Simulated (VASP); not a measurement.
Band structure of Te₃As₂ (relaxed from the Bi2Te3 structure, space group R-3m). Level of theory: PBEsol GGA, VASP's PBE PAW potentials (set 64) (plane waves; VASP 6.6.1).

Unless said otherwise, spin-orbit coupling is left out, though it shifts the bands of the heavy elements here.

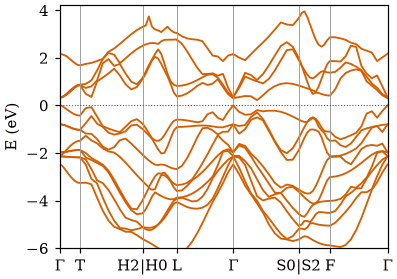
Figure: Bands along high-symmetry lines, zero at the valence-band maximum or, without a gap, the Fermi level

**Question.** Read the plot: is there a gap, and where are the band edges?

**Answer.** The gap is indirect, 0.22 eV, from the valence maximum at Γ to the conduction minimum at Γ-S0 at 0.36. (Edges off the drawn lines would not show.)

The structure was generated: Te3As2 was put into the Bi2Te3 type (R-3m), which need not be its known phase. It was relaxed first, which changed the volume by +14 %.
